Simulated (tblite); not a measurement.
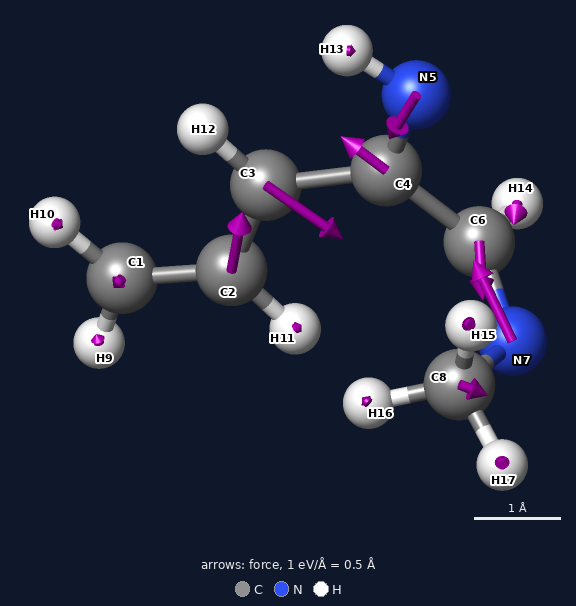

Starting geometry of C$_{6}$H$_{9}$N$_{2}$ (multiplicity 2) with the computed forces as purple arrows. Style: ball-and-stick. Shown at a tilt.

Theory: GFN2-xTB geometry optimisation, gas phase in tblite. 

### Is this structure relaxed? If not, where do the atoms go?

It isn't relaxed: the largest force vector, on C3, is 2.26 eV/Å. The final displacements have little in common with the starting forces (cosine between the two patterns 0.06). The atom that moves furthest after the best rigid fit is H16 (1.07 Å). Largest moves by element: H 1.07 Å, C 0.13 Å, N 0.09 Å. Some distances before and after: C3–C4 1.485 → 1.424 Å, C2–C3 1.448 → 1.400 Å, C6–N7 1.289 → 1.253 Å, N7–C8 1.462 → 1.430 Å. Among the angles between lasting bonds that change: C6–N7–C8 117.1° → 122.2°, N7–C8–H16 112.2° → 107.9°, N7–C6–H14 120.7° → 116.8°. Groups turn about N7–C8 by about 55°. The energy falls by 0.278 eV in 117 geometry steps. The run took 1.1 s on 1 thread of Arm Neoverse N1 (shared host).
